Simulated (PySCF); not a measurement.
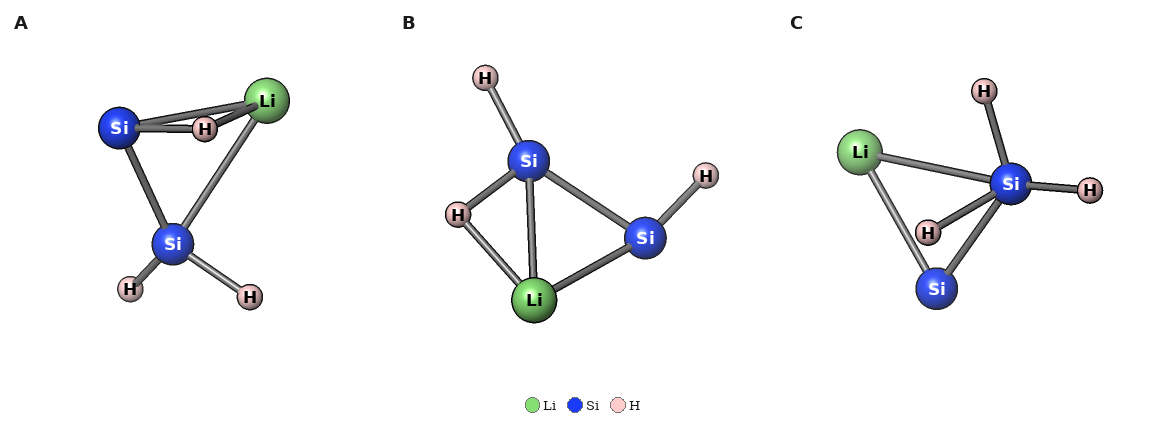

3 stationary structures of one formula. Geometries: PBE-D4/def2-SVP. Electronic energies: PBE-D4/def2-SVP (PySCF 2.14.0), without zero-point energy. No frequency run is at hand to confirm each as a minimum.

Which structure is the most stable?

B is lowest; A lies 2.7 kJ/mol above it (C1), C lies 87.3 kJ/mol above it (C1).
